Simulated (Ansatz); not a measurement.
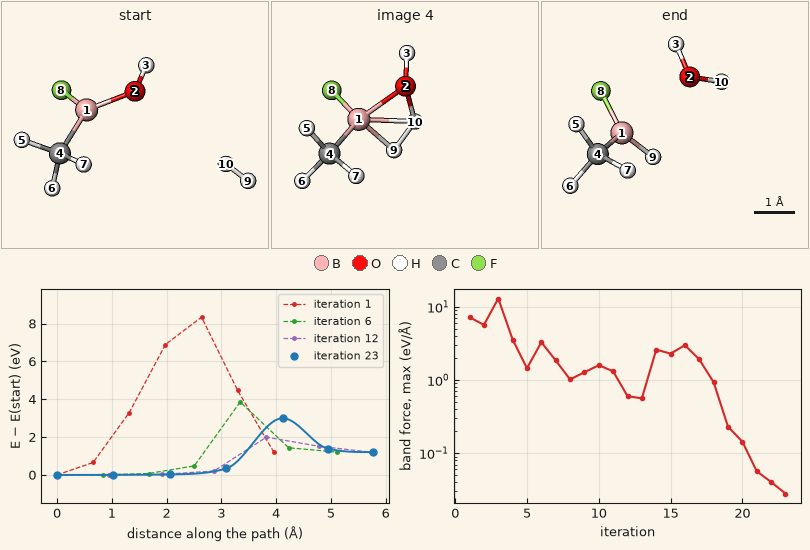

A search for the minimum-energy path of CH$_{6}$BFO, made up at the start of CH$_{4}$BFO and H2 by the nudged elastic band. Images are numbered from 0 (start) to 6 (end). The plot follows the band through its iterations. The picture is a ball-and-stick view, seen at a tilt.

All numbers below come from RHF/6-31G* in Ansatz 0.2.0. Set-up: 5 movable images; climbing image; force threshold 0.03 eV/Å; iteration limit 60; starting path by straight interpolation.

Q: Did the band converge, and can the barrier be trusted?

A: The run is converged, with reservations. The band converged in 23 iterations. The largest component of the band force went from 7.2 to 0.028 eV/Å. The climbing image converged on the top of the path. Its curvatures weren't checked. The straight starting path can push atoms close together and costs iterations. The first iteration put the highest image at 8.34 eV. Forward barrier 3.00 eV, backward barrier 1.79 eV, with image 4 at the top; the reaction energy is +1.20 eV.

Limits of the set-up: the start holds two separate molecules, 3.0 Å apart at their closest, whose relative position is a soft coordinate and is computed without a dispersion correction; Hartree-Fock leaves out electron correlation.

Cost: 120 s on 1 thread of Arm Neoverse V1, with other jobs on the host, peak memory 0.12 GiB.
